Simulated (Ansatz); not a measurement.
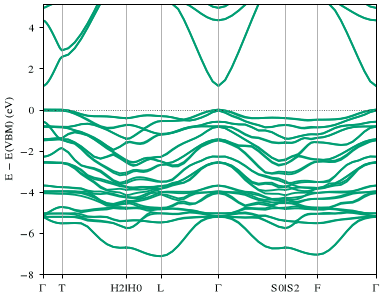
*Band structure from PBEsol with spin–orbit coupling in the plane-wave PAW code Ansatz*

Task: Read off the gap and where the band edges lie.

Result: About 1.2 eV (1.15 eV by a search for the band edges); maximum at Γ, minimum at Γ.

The material is ZnInGaO4 in space group R3m (No. 160; Pearson symbol hR7).

The cell was relaxed with PBEsol under the symmetry of its start.

Potentials: the earlier of the program's two PAW sets. The files were generated under PBE; for other functionals the program regenerates the frozen cores, and for LDA and PBEsol the local potential too.
